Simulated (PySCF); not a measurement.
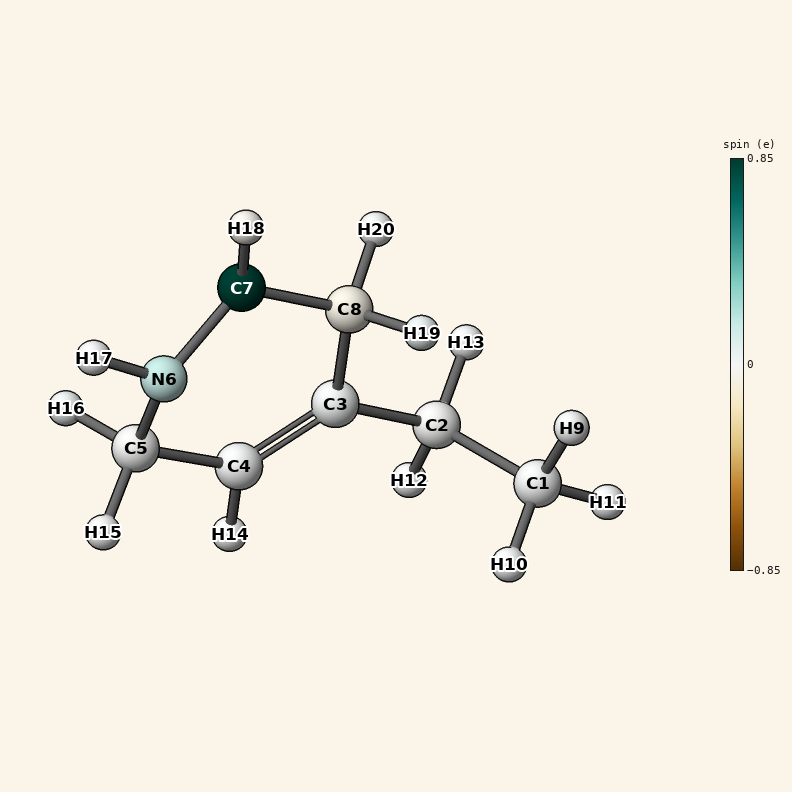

Atoms are coloured by their Mulliken spin populations. State: neutral, doublet. The computed structure is the end point of a GFN2-xTB optimisation. No frequency run is at hand to confirm it as a minimum. Method: UKS B3LYP, pcH-1 on C H N, non-relativistic (PySCF 2.14.0).

Which atom carries the largest spin population?

C7 (0.84 e).

Which atom has the lowest spin population?

C8 (−0.05 e); a negative value comes from spin polarisation.

Give the Mulliken spin populations atom by atom.

```csv
atom,value (e)
C1,0.00
C2,0.00
C3,0.01
C4,0.00
C5,0.00
N6,0.17
C7,0.84
C8,−0.05
H9,0.00
H10,0.00
H11,0.00
H12,0.00
H13,0.00
H14,0.00
H15,0.00
H16,0.02
H17,−0.01
H18,−0.03
H19,0.05
H20,0.01
```

Mulliken values depend strongly on the basis set.
